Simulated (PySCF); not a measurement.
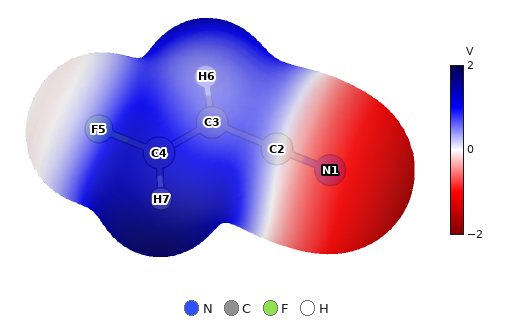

C₃H₂FN. The electrostatic potential painted on the density surface at 0.002 e/bohr³, seen at a tilt; the colour scale runs from red (negative) to blue (positive).

Geometry: PBE0-D3(BJ)/def2-SVP.

Computed with DFT single point, gas phase, functional M06-2X in PySCF 2.14.0, density-fitted response routines.

```xyz
7

N     2.5329   -0.3478   -0.0382
C     1.4340    0.0219   -0.0094
C     0.0929    0.4917    0.0173
C    -0.9400   -0.3570   -0.0195
F    -2.1810    0.0742   -0.0066
H    -0.0846    1.5699    0.0630
H    -0.8513   -1.4467   -0.0644
```

Where is the surface potential most negative and most positive?

The most negative region (about −1.7 V) lies over N1, the most positive (about +1.9 V) over H7. N1 is the likeliest acceptor of a hydrogen bond.
